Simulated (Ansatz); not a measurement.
Profile along the Na–Te line in Na2Te (anti-fluorite)

Na₂Te (anti-fluorite), conventional cell a = b = c = 7.2786 Å, α = β = γ = 90.00°. The calculation uses the primitive cell of 3 atoms, to which meshes and values per cell refer.

Fields along a shortest Na–Te line of a {110} plane (3.15 Å), from Na to Te, interpolated on the slice's grid (step about 0.3 Å). The numbers are results of r2SCAN (plane waves to 500 eV, PAW, scalar-relativistic; Ansatz, an electronic-structure program), not measurements. k mesh 8×8×8. Inside the PAW spheres the values are not all-electron values, and peaks at nuclei hang on which shells count as valence. Na2Te was relaxed with its symmetry unable to fall. Spin-orbit coupling is left out, though Te is heavy.

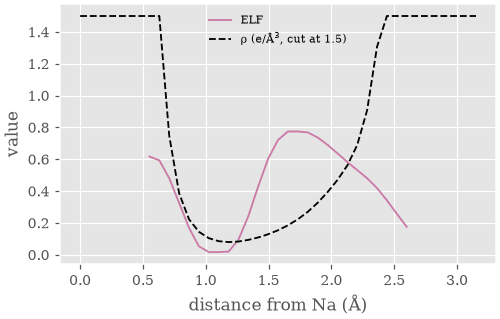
ELF (away from the nuclei) and valence density from Na to Te.

Density on the Na–Te line (3.15 Å) at its density minimum, 1.2 Å from Na: 0.08 e/Å³. ELF at that point: 0.0. ELF maximum in the middle third of the Na–Te line: 0.77, 1.7 Å from Na.
